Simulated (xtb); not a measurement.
Geometry relaxation of C$_{2}$H$_{4}$F$_{2}$Se (part 3 of 3)

C$_{2}$H$_{4}$F$_{2}$Se, SMILES FC[Se]CF; GFN2-xTB (xtb 6.7.1). The geometry comes from this level: GFN2-xTB.

Geometry of the input (Å):
```
F  -0.9825  0.5075  1.6415
C  -0.0196  1.1268  0.9140
Se 1.3259  -0.1774  0.3166
C  0.1084  -1.1388  -0.8930
F  -0.2459  -0.3419  -1.9322
H  -0.4898  1.5827  0.0380
H  0.4730  1.8704  1.5451
H  0.6284  -2.0164  -1.2850
H  -0.7979  -1.4128  -0.3451
```

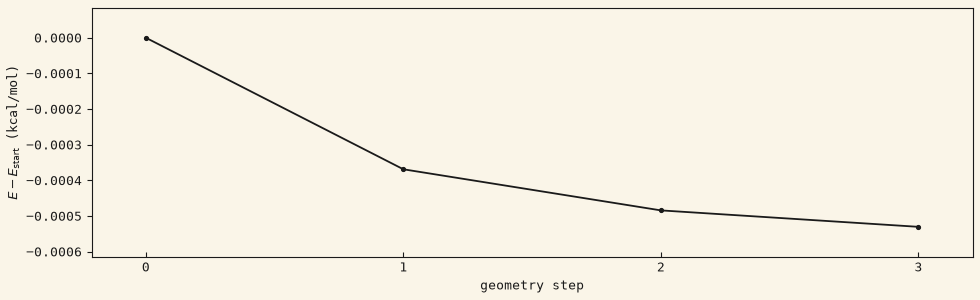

Fig. 1: Progress of the relaxation, step by step (steps are counted from 0). After 3 geometry steps the energy has fallen by next to nothing (0.0 kcal/mol). H9 moves most after the best rigid fit: 0.004 Å. Largest moves by element: H 0.004 Å, F 0.003 Å, C 0.001 Å, Se 0.001 Å. (Atoms are counted from 1 in the order of the input.)

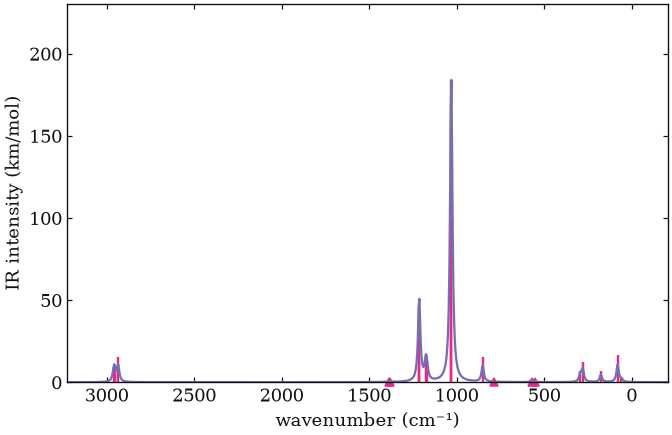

Fig. 2: Harmonic infrared spectrum, unscaled: sticks (degenerate modes added up, dark ones marked on the axis) with a Lorentzian envelope of 16 cm⁻¹ full width, scaled to the tallest stick. 21 modes from 58 to 2960 cm⁻¹, none imaginary. The strongest line is at 1030 cm⁻¹ (184 km/mol).

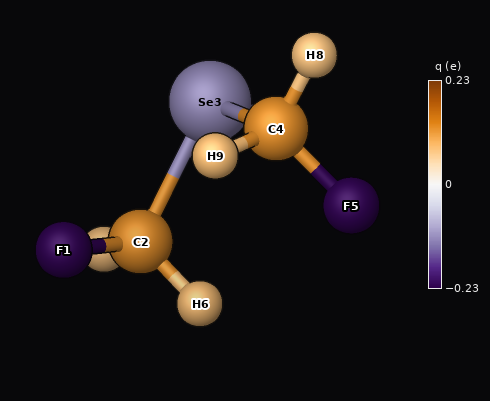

Fig. 3: Mulliken charges, as the colour of each atom (ball-and-stick view, seen at a tilt; atoms are numbered from 1 in the order of the input). By element: F −0.22, C +0.12, Se −0.11 and H +0.08 e.

### Results in brief

```json
{"quantity": "outcome", "value": "converged"}
{"quantity": "electrons treated", "value": "32"}
{"quantity": "total energy", "value": "−18.939837 hartree"}
{"quantity": "dispersion energy", "value": "−0.004650 hartree"}
{"quantity": "basis functions", "value": "30"}
{"quantity": "HOMO", "value": "−10.66 eV"}
{"quantity": "LUMO", "value": "−6.56 eV"}
{"quantity": "zero-point energy", "value": "0.057056 hartree"}
{"quantity": "dipole moment", "value": "0.21 D"}
{"quantity": "wavenumbers, lowest and highest", "value": "58 and 2960 cm⁻¹"}
{"quantity": "peak memory", "value": "0.069 GiB"}
```
